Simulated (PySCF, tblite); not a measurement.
# C₆H₄F₄: a rotation path, then NMR shifts on frames, part 2 of 2

tblite 0.8.0 and PySCF 2.14.0. Atoms count from 0. The steps go on from the part before.

## 5. Shielding tensors: image 4, PBE0/pcSseg-1

Job settings and geometry (Å):

```
{"job": {"kind": "nmr", "xc": "PBE0", "basis": "pcSseg-1", "pop": false}, "charge": 0, "multiplicity": 1}
F     -2.424300     1.606000    -2.272400
C     -1.494200     0.896600    -1.657800
F     -0.780700     0.190800    -2.526900
C     -1.267300     0.858500    -0.349100
F     -2.031200     1.608200     0.470400
C     -0.224700     0.050300     0.286500
C     -0.189300    -1.176800     0.809600
C      1.284500    -1.095900     1.119900
F      1.629800    -1.206800     2.437700
C      1.230300     0.353700     0.571800
H     -0.910100    -1.958600     0.956200
H      1.922300    -1.786800     0.561300
H      1.398700     1.111100     1.333500
H      1.855500     0.549200    -0.295900
```

Method: GIAO PBE0/pcSseg-1 NMR shielding, non-relativistic, gas phase.

What it wrote:

```text
coarse grid: 13344 points
cycle   1  E = -629.3945924401  dE =  1.798e+00  |g| = 8.521e-01  |ddm| = 3.593e+00
cycle   2  E = -629.2520064470  dE =  1.426e-01  |g| = 1.286e+00  |ddm| = 1.472e+00
cycle   3  E = -629.5167918047  dE = -2.648e-01  |g| = 9.656e-02  |ddm| = 9.483e-01
cycle   4  E = -629.5179733578  dE = -1.182e-03  |g| = 5.555e-02  |ddm| = 1.244e-01
cycle   5  E = -629.5185097074  dE = -5.363e-04  |g| = 9.825e-03  |ddm| = 5.293e-02
cycle   6  E = -629.5185216694  dE = -1.196e-05  |g| = 4.726e-03  |ddm| = 1.060e-02
cycle   7  E = -629.5185264471  dE = -4.778e-06  |g| = 9.920e-04  |ddm| = 4.490e-03
final grid: 135152 points
cycle   8  E = -629.6034617097  dE = -4.928e-05  |g| = 7.823e-03  |ddm| = 3.684e-02
cycle   9  E = -629.6034510884  dE =  1.062e-05  |g| = 1.129e-02  |ddm| = 1.604e-02
cycle  10  E = -629.6034749643  dE = -2.388e-05  |g| = 9.584e-04  |ddm| = 8.966e-03
cycle  11  E = -629.6034751226  dE = -1.582e-07  |g| = 2.921e-04  |ddm| = 1.025e-03
cycle  12  E = -629.6034751351  dE = -1.257e-08  |g| = 1.542e-04  |ddm| = 3.496e-04
cycle  13  E = -629.6034751400  dE = -4.862e-09  |g| = 4.327e-05  |ddm| = 1.550e-04
cycle  14  E = -629.6034751404  dE = -4.177e-10  |g| = 9.035e-06  |ddm| = 4.450e-05
converged SCF energy = -629.6034751404

GIAO shielding tensors (ppm)
atom      isotropic    diamagn.    paramagn.     s11        s22        s33       span
  0 F      273.660     468.965    -195.305    250.402    283.882    286.697     36.295
  1 C       19.640     250.591    -230.951    -42.300     43.158     58.064    100.364
  2 F      290.844     475.865    -185.021    260.644    298.583    313.304     52.660
  3 C       55.851     246.550    -190.699     11.336     62.969     93.248     81.913
  4 F      354.391     469.610    -115.219    305.485    370.519    387.170     81.685
  5 C       39.192     258.008    -218.816    -78.238     46.477    149.337    227.575
  6 C       31.439     250.283    -218.844    -69.524     25.528    138.312    207.836
  7 C       99.733     249.849    -150.117     66.982     80.669    151.547     84.564
  8 F      377.152     467.256     -90.104    363.070    376.934    391.453     28.382
  9 C      141.945     247.030    -105.085    131.928    134.515    159.392     27.463
 10 H       24.838      32.109      -7.272     22.923     24.735     26.855      3.931
 11 H       26.230      29.342      -3.112     22.176     26.702     29.811      7.635
 12 H       28.509      28.555      -0.046     26.158     27.158     32.211      6.053
 13 H       28.702      29.414      -0.713     25.979     27.536     32.591      6.612
```

Run time: 24 s. Hardware: 1 thread of Arm Neoverse V1, shared host; peak memory 0.94 GiB.

This run: δ C1 167.3, C6 155.5, C5 147.7, C3 131.1, H10 6.88, H11 5.49 ppm.

## 6. NMR shieldings: image 6, PBE0/pcSseg-1

Job settings and geometry (Å):

```
{"job": {"kind": "nmr", "xc": "PBE0", "basis": "pcSseg-1", "pop": false}, "charge": 0, "multiplicity": 1}
F     -2.588100     1.463500    -2.213900
C     -1.709700     0.701900    -1.586200
F     -1.478400    -0.414600    -2.263300
C     -1.088900     0.993200    -0.442600
F     -1.340300     2.176300     0.149800
C     -0.130700     0.128400     0.217600
C     -0.092500    -1.177000     0.510100
C      1.296900    -1.091300     1.088800
F      1.421900    -1.430200     2.408100
C      1.227100     0.432000     0.808200
H     -0.777100    -1.996400     0.403000
H      2.070100    -1.640400     0.543500
H      1.216000     1.041300     1.707500
H      1.972900     0.812800     0.113900
```

Level: GIAO PBE0/pcSseg-1 NMR shielding, non-relativistic, gas phase.

What it wrote:

```text
coarse grid: 13344 points
cycle   1  E = -629.3899608877  dE =  1.815e+00  |g| = 8.699e-01  |ddm| = 3.609e+00
cycle   2  E = -629.2182216098  dE =  1.717e-01  |g| = 1.348e+00  |ddm| = 1.555e+00
cycle   3  E = -629.5217727232  dE = -3.036e-01  |g| = 9.839e-02  |ddm| = 1.010e+00
cycle   4  E = -629.5229276812  dE = -1.155e-03  |g| = 6.398e-02  |ddm| = 1.293e-01
cycle   5  E = -629.5236691715  dE = -7.415e-04  |g| = 1.107e-02  |ddm| = 5.659e-02
cycle   6  E = -629.5236857090  dE = -1.654e-05  |g| = 5.816e-03  |ddm| = 1.362e-02
cycle   7  E = -629.5236937507  dE = -8.042e-06  |g| = 1.194e-03  |ddm| = 6.000e-03
final grid: 135152 points
cycle   8  E = -629.6094268563  dE = -5.123e-05  |g| = 8.262e-03  |ddm| = 3.634e-02
cycle   9  E = -629.6094141291  dE =  1.273e-05  |g| = 1.216e-02  |ddm| = 1.751e-02
cycle  10  E = -629.6094411616  dE = -2.703e-05  |g| = 9.308e-04  |ddm| = 9.944e-03
cycle  11  E = -629.6094413158  dE = -1.542e-07  |g| = 3.161e-04  |ddm| = 1.042e-03
cycle  12  E = -629.6094413316  dE = -1.583e-08  |g| = 1.561e-04  |ddm| = 3.888e-04
cycle  13  E = -629.6094413366  dE = -5.003e-09  |g| = 4.093e-05  |ddm| = 1.593e-04
cycle  14  E = -629.6094413370  dE = -3.724e-10  |g| = 9.099e-06  |ddm| = 4.374e-05
converged SCF energy = -629.6094413370

GIAO shielding tensors (ppm)
atom      isotropic    diamagn.    paramagn.     s11        s22        s33       span
  0 F      269.142     468.721    -199.579    244.296    273.520    289.611     45.315
  1 C       18.170     251.085    -232.915    -41.652     38.929     57.233     98.885
  2 F      284.529     475.923    -191.394    249.937    288.433    315.218     65.281
  3 C       53.568     246.377    -192.809     16.611     54.246     89.848     73.237
  4 F      364.091     470.465    -106.374    315.028    366.493    410.752     95.725
  5 C       40.825     258.683    -217.857    -71.934     46.063    148.347    220.280
  6 C       39.339     249.577    -210.238    -54.532     31.075    141.473    196.005
  7 C       99.267     249.885    -150.618     66.617     80.362    150.822     84.204
  8 F      372.336     467.634     -95.297    355.690    375.852    385.467     29.776
  9 C      143.919     246.943    -103.024    133.453    139.310    158.994     25.541
 10 H       25.090      32.436      -7.346     23.126     25.162     26.982      3.856
 11 H       26.206      29.386      -3.180     22.219     26.666     29.733      7.513
 12 H       28.524      28.368       0.156     25.813     27.397     32.361      6.548
 13 H       28.726      28.983      -0.257     25.820     27.265     33.094      7.274
```

Wall time 24 s (1 thread of Arm Neoverse V1, shared host); peak memory 0.88 GiB.

In short: δ C1 168.8, C6 147.6, C5 146.1, C3 133.4, H10 6.63, H11 5.51 ppm.

## 7. NMR shieldings: image 8, PBE0/pcSseg-1

Job settings and geometry (Å):

```
{"job": {"kind": "nmr", "xc": "PBE0", "basis": "pcSseg-1", "pop": false}, "charge": 0, "multiplicity": 1}
F     -2.710500     1.453200    -2.094700
C     -1.905900     0.648000    -1.425200
F     -2.224400    -0.621600    -1.628600
C     -0.890100     1.025900    -0.640100
F     -0.643700     2.342800    -0.503600
C     -0.024200     0.138200     0.087100
C      0.089800    -1.192800     0.228300
C      1.319000    -1.077800     1.091200
F      1.214100    -1.579400     2.360900
C      1.147600     0.459500     0.981400
H     -0.462800    -2.040500    -0.125300
H      2.241700    -1.485100     0.666900
H      0.877000     0.928300     1.924600
H      1.971700     1.000700     0.521800
```

Level: GIAO PBE0/pcSseg-1 NMR shielding, non-relativistic, gas phase.

What it wrote:

```text
coarse grid: 13344 points
cycle   1  E = -629.3832222903  dE =  1.833e+00  |g| = 8.884e-01  |ddm| = 3.658e+00
cycle   2  E = -629.1559608306  dE =  2.273e-01  |g| = 1.439e+00  |ddm| = 1.677e+00
cycle   3  E = -629.5254119576  dE = -3.695e-01  |g| = 1.187e-01  |ddm| = 1.127e+00
cycle   4  E = -629.5269438601  dE = -1.532e-03  |g| = 8.740e-02  |ddm| = 1.761e-01
cycle   5  E = -629.5285370081  dE = -1.593e-03  |g| = 1.347e-02  |ddm| = 7.964e-02
cycle   6  E = -629.5285654861  dE = -2.848e-05  |g| = 6.648e-03  |ddm| = 1.733e-02
cycle   7  E = -629.5285758247  dE = -1.034e-05  |g| = 1.247e-03  |ddm| = 6.786e-03
cycle   8  E = -629.5285761006  dE = -2.759e-07  |g| = 5.540e-04  |ddm| = 1.696e-03
final grid: 135152 points
cycle   9  E = -629.6135274476  dE = -5.042e-05  |g| = 8.951e-03  |ddm| = 3.879e-02
cycle  10  E = -629.6135106561  dE =  1.679e-05  |g| = 1.346e-02  |ddm| = 1.883e-02
cycle  11  E = -629.6135442438  dE = -3.359e-05  |g| = 1.179e-03  |ddm| = 1.097e-02
cycle  12  E = -629.6135444934  dE = -2.496e-07  |g| = 4.240e-04  |ddm| = 1.227e-03
cycle  13  E = -629.6135445300  dE = -3.662e-08  |g| = 1.655e-04  |ddm| = 5.158e-04
cycle  14  E = -629.6135445360  dE = -5.968e-09  |g| = 3.714e-05  |ddm| = 1.753e-04
cycle  15  E = -629.6135445362  dE = -2.647e-10  |g| = 1.062e-05  |ddm| = 3.817e-05
converged SCF energy = -629.6135445362

GIAO shielding tensors (ppm)
atom      isotropic    diamagn.    paramagn.     s11        s22        s33       span
  0 F      261.992     468.319    -206.327    237.371    272.634    275.970     38.599
  1 C       16.870     251.655    -234.785    -39.320     33.627     56.303     95.623
  2 F      275.467     476.259    -200.792    261.169    274.683    290.548     29.379
  3 C       52.559     245.651    -193.091     18.989     49.785     88.903     69.913
  4 F      371.630     471.251     -99.620    324.908    381.222    408.761     83.854
  5 C       41.704     259.204    -217.499    -67.474     45.527    147.060    214.535
  6 C       48.280     249.218    -200.938    -37.327     37.859    144.309    181.636
  7 C       99.823     249.914    -150.091     66.713     80.933    151.822     85.110
  8 F      369.184     468.164     -98.980    352.143    375.435    379.975     27.831
  9 C      145.966     246.493    -100.527    133.144    144.157    160.597     27.453
 10 H       25.433      32.712      -7.279     23.374     25.286     27.638      4.264
 11 H       26.231      29.437      -3.206     22.227     26.707     29.758      7.531
 12 H       28.668      28.229       0.439     25.870     27.417     32.717      6.847
 13 H       28.568      28.696      -0.127     25.231     27.505     32.969      7.738
```

It took 24 s on 1 thread of Arm Neoverse V1, shared host; peak memory 0.88 GiB.

This run: δ C1 170.1, C5 145.2, C6 138.6, C3 134.4, H10 6.28, H11 5.49 ppm.

## 8. Side by side: NMR shifts

Shifts (ppm) of some atoms, chosen among heavy atoms and hydrogens apart, with basis size and wall time:

```csv
frame,C6,H10,H12,F0,F2,F4,F8,functions,time
image 0,140.5,6.65,2.98,-95.0,-112.2,-197.6,-198.0,190,24 s
image 2,147.9,6.80,2.99,-97.9,-114.0,-187.8,-203.0,190,24 s
image 4,155.5,6.88,3.21,-102.7,-119.9,-183.4,-206.2,190,24 s
image 6,147.6,6.63,3.19,-98.2,-113.6,-193.1,-201.4,190,24 s
image 8,138.6,6.28,3.05,-91.0,-104.5,-200.7,-198.2,190,24 s
```

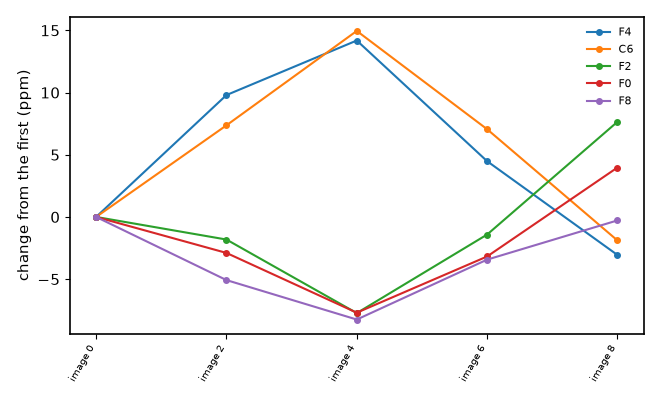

How five of the tabulated atoms move from run to run.

## 9. Results

What follows sums up all 2 parts.

| quantity | value |
| --- | --- |
| barrier | 0.259 eV (6.0 kcal/mol) at image 4 |
| end to end (GFN2-xTB) | 0.024 eV |
| ¹³C shifts against TMS (PBE0/pcSseg-1, image 0) | 170.2, 144.1, 140.5, 135.3, 87.6, 41.4 ppm |
| ¹H shifts against TMS (PBE0/pcSseg-1, image 0) | 6.65, 5.48, 3.07, 2.98 ppm |
| ¹⁹F shifts against CFCl3 (PBE0/pcSseg-1, image 0) | -95.0, -112.2, -197.6, -198.0 ppm |
| range of the shift of F4 | -200.7 to -183.4 ppm |

**Reading.** Along the band the dihedral turns by 180°, and the top (dihedral 268°) lies 6.0 kcal/mol above the start (GFN2-xTB, rough), so at room temperature this motion is fast. Ends this close can change order at a higher level. The top was not checked by a frequency run. Shifts at one fixed geometry are not the observed spectrum, which averages over the motion. In the first frame run (image 0): The widest tensor belongs to C5: span 222 ppm, with a paramagnetic part of -217 ppm. Across the 5 runs the shift of F4 moves most, between -200.7 (image 8) and -183.4 ppm (image 4).
